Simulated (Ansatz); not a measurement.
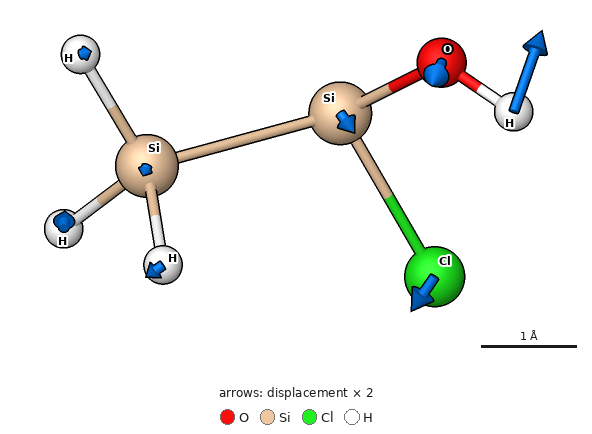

This is a relaxation of Si₂H₄OCl (multiplicity 2) (coarse preliminary run). The starting structure is drawn; blue arrows show the displacements, 2 times their true length. The two geometries are superimposed by the best rigid fit.

Style: ball-and-stick. Shown from a free direction.

The start comes from a force field.

Theory: UKS PBE-D4/def2-SVP (Ansatz 0.2.0). (force threshold 0.03 eV/Å; at most 200 steps)

Q: Describe the change and its energy.

A: An H atom moves most after the best rigid fit: 0.48 Å. By element the largest moves are H 0.48 Å, O 0.27 Å, Cl 0.24 Å, Si 0.14 Å. Near-neighbour distances that change, for instance: Si–Si 2.298 → 2.367 Å, O–Si 1.634 → 1.684 Å, H–Si 1.542 → 1.506 Å, H–O 0.948 → 0.975 Å. Bond angles that change, for instance: O–Si–Cl 100.1° → 109.9°, O–Si–Si 112.7° → 106.0°, H–Si–H 104.7° → 109.6°. Groups turn about O–Si by about 55°. After 7 accepted moves (8 points after the start) the energy has fallen by 5.27 kcal/mol. The largest force component goes from 1.5 to 0.028 eV/Å. The line search rejected the trial step at point 4 of the run.
